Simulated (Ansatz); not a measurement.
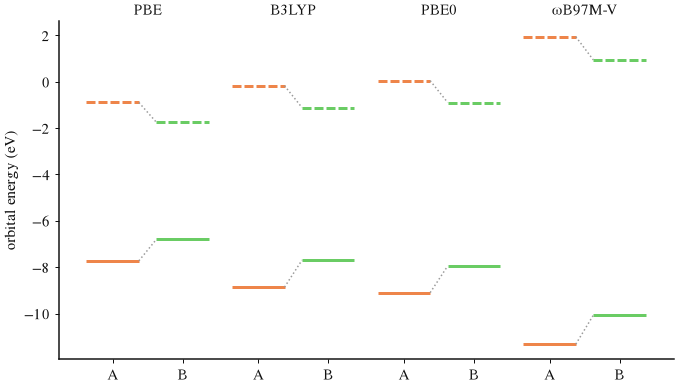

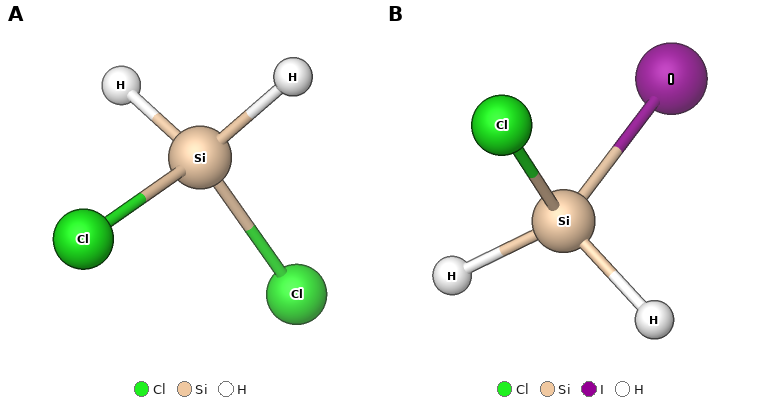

One change: A, SiH₂Cl₂ (SMILES Cl[SiH2]Cl), becomes B, SiH₂ICl (SMILES Cl[SiH2]I). Cl on Si is replaced by I. HOMO (solid) and LUMO (dashed) computed in def2-TZVPP at PBE0-D4/def2-TZVP geometries, both minima by their frequencies, gas phase, the Ansatz code. Empty levels above zero depend strongly on the basis.

### What does the change do to HOMO and LUMO?

PBE: the HOMO rises by 0.93 eV, the LUMO falls by 0.85 eV, and the separation goes from 6.83 to 5.05 eV. B3LYP: the HOMO rises by 1.17 eV, the LUMO falls by 0.94 eV, and the separation goes from 8.69 to 6.58 eV. PBE0: the HOMO rises by 1.15 eV, the LUMO falls by 0.94 eV, and the separation goes from 9.15 to 7.06 eV. ωB97M-V: the HOMO rises by 1.25 eV, the LUMO falls by 1.00 eV, and the separation goes from 13.26 to 11.02 eV.

### Do the functionals agree on the effect?

They agree on the direction for both levels; the HOMO shift lies between 0.93 and 1.25 eV and the LUMO shift between −1.00 and −0.85 eV, while the separations themselves differ by up to 6.4 eV between functionals.

Caveats: core potentials past krypton; spin-orbit coupling is left out, and with I it can shift these values.
